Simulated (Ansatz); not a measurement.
Run report: CH6InN, single-point calculation

CH6InN, computed with RKS PBE0-D4/def2-TZVPP (Ansatz 0.2.0).

The geometry is the reactant side of a reaction. The reaction was set up to form H2–H4 and to break In1–H2 and N3–H4 (atoms counted from 1 in the order of the input); sticks are drawn by distance alone. The geometry comes from this level: PBE0-D4/def2-TZVP.

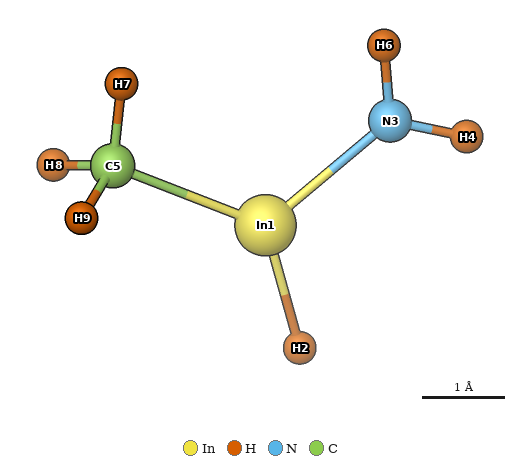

*The structure (ball-and-stick view, seen at a tilt; atoms are numbered from 1 in the order of the input). Sticks mark near contacts.*

Bond lengths as drawn: C–H 1.09 Å, C–In 2.14 Å, H–In 1.72 Å, H–N 1.01 Å and In–N 2.01 Å.

**Key numbers**

| quantity | value |
| --- | --- |
| outcome | converged |
| total energy | −7796.6511 eV |
| mean-field energy | −7796.5395 eV |
| dispersion energy | −0.1117 eV |
| SCF solution under orbital rotations | stable |
| HOMO | −6.73 eV |
| LUMO | −0.72 eV |
| hardware | 4 threads of Arm Neoverse V1, 23 GiB of memory available, shared host |
| wall time | 1.6 s (CPU time 5.9 s) |
| peak memory | 0.4 GiB |

**Input file**
```yaml
crystal:
  periodic: [false, false, false]
  atoms:
    - {symbol: In, position_ang: [-0.408499, -0.687193, -0.271967]}
    - {symbol: H, position_ang: [-1.134157, -2.182437, -0.703402]}
    - {symbol: N, position_ang: [-1.131732, 0.903419, -1.273520]}
    - {symbol: H, position_ang: [-1.855689, 0.856608, -1.970708]}
    - {symbol: C, position_ang: [1.132369, -0.240854, 1.150349]}
    - {symbol: H, position_ang: [-0.817313, 1.850116, -1.140719]}
    - {symbol: H, position_ang: [1.352312, 0.827002, 1.149743]}
    - {symbol: H, position_ang: [0.818970, -0.536685, 2.153076]}
    - {symbol: H, position_ang: [2.043639, -0.789978, 0.907147]}
basis:
  gaussian: {orbitals: def2-TZVPP}
hamiltonian: {xc: pbe0, dispersion: d4}
output: {orbitals: {seedname: orbitals}}
```

Command:
```bash
ansatz run in.yaml --threads 4 --pin off --events-out ev --progress --plain --max-ram 9574MiB
```

**Log**
```
Functional definition: PBE0
  name "PBE0"
  cite "Adamo & Barone, J. Chem. Phys. 110, 6158 (1999) doi:10.1063/1.478522"
  cite "Perdew, Burke & Ernzerhof, Phys. Rev. Lett. 77, 3865 (1996) doi:10.1103/PhysRevLett.77.3865"
  parent pbe
  parameter a = 0.25
  parameter kappa = 0.804
  parameter beta = 0.06672455060314922
  exchange = (1 - a)*pbe_x(kappa = kappa, mu = beta*pi^2/3) + a*exact_x
  correlation = pbe_c(beta = beta)
1170 factors; their error is unknown
mean field evaluation 1: about -7782.6801 eV, gradient 8.2e1 eV
mean field evaluation 2: about -7745.9917 eV, gradient 1.3e2 eV
mean field evaluation 4: about -7796.1825 eV, gradient 1.1e1 eV
mean field evaluation 8: about -7796.5393 eV, gradient 3.6e-1 eV
mean field evaluation 16: about -7796.5394 eV, gradient 2.5e-5 eV
mean field -7796.53942003 eV, -286.5175390019 hartree, gradient 2.5e-5 eV, S^2 0.000000; 0 other end points of the search recorded, 0 dependent functions left out
reference -7796.53946227 eV, -286.5175405542 hartree; 20, 20 occupied and 176, 176 virtual orbitals, 1170 factors
Total energy: -7796.65113651 eV, -286.5216445068 hartree
```

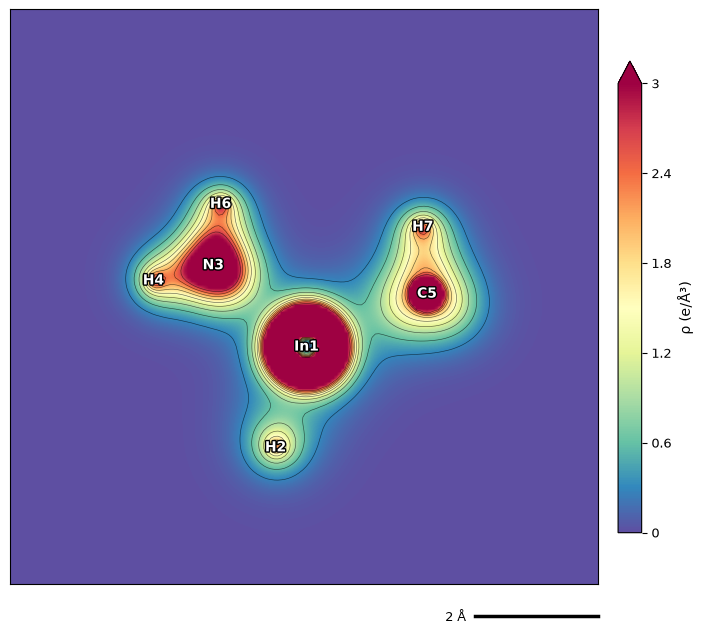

*Total electron density on the plane of atoms In1, N3 and H6.*

C–In (2.14 Å): ρ at the midpoint is about 0.69 e/Å³. C–H (1.09 Å): ρ is about 2 e/Å³ halfway. In–H (1.72 Å): ρ is about 1.2 e/Å³ halfway, with its minimum of 0.71 e/Å³ about 1.1 Å from In.

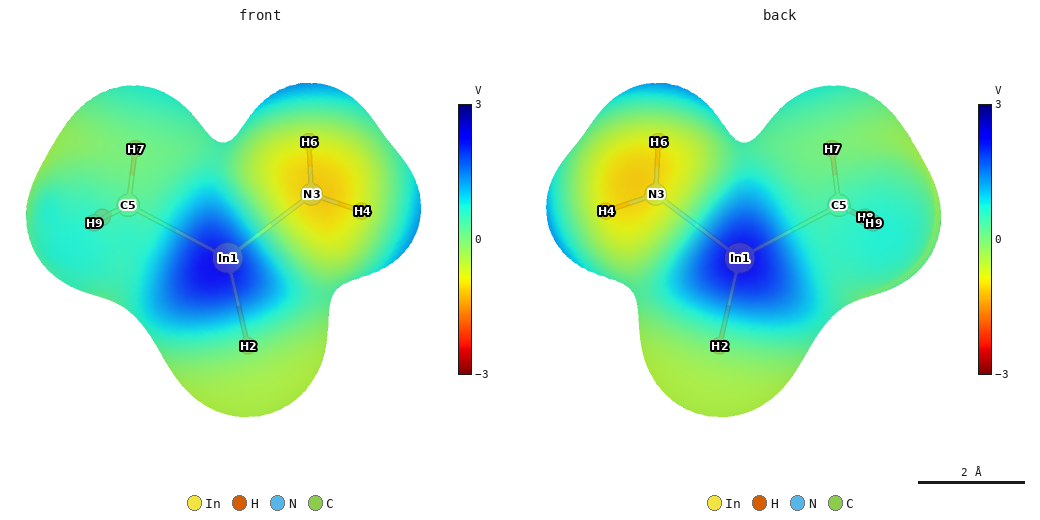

*The molecular electrostatic potential painted on the density surface at 0.002 e/bohr³, seen face on and from behind; red is negative and blue positive.*

A positive charge is drawn to the negative regions and a negative charge to the positive ones.

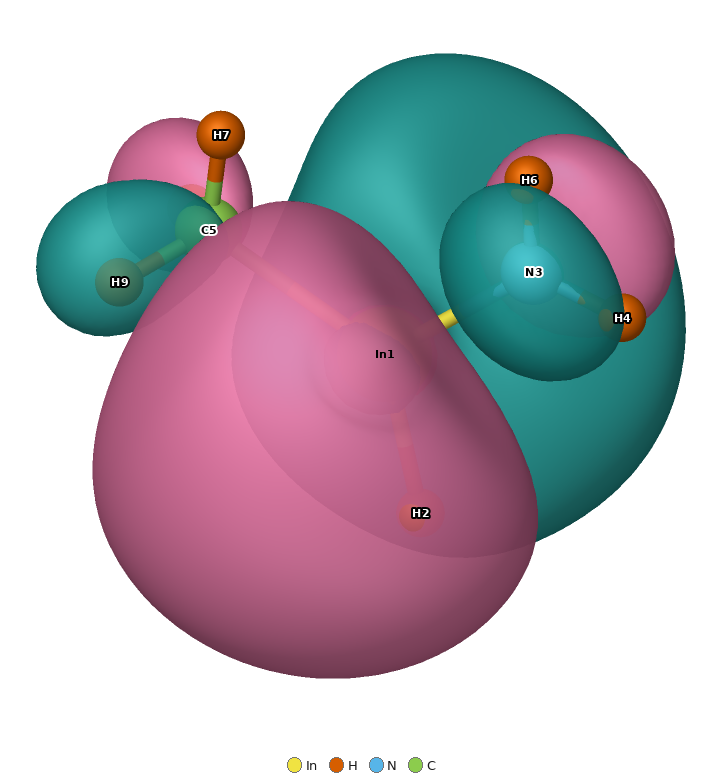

*One frontier orbital at ±0.04 Å⁻³ᐟ² (teal and pink are the two phases), seen at a tilt.*

The LUMO, at −0.72 eV. By Hirshfeld shares it lies mainly on In1 (75 %) and N3 (10 %).

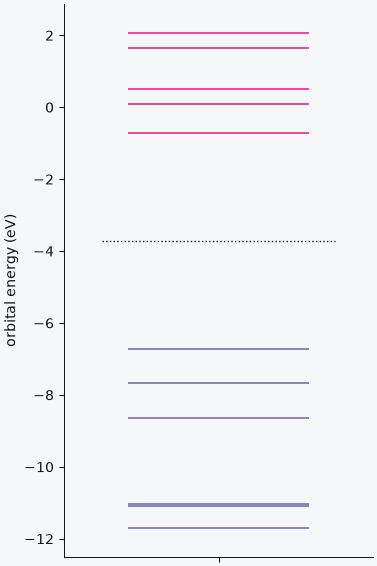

*Orbital energies near the frontier; the dotted line parts filled from empty levels, and levels within 0.02 eV of each other stand side by side.*

Highest filled −6.73 eV, lowest empty −0.72 eV, 6.01 eV apart.
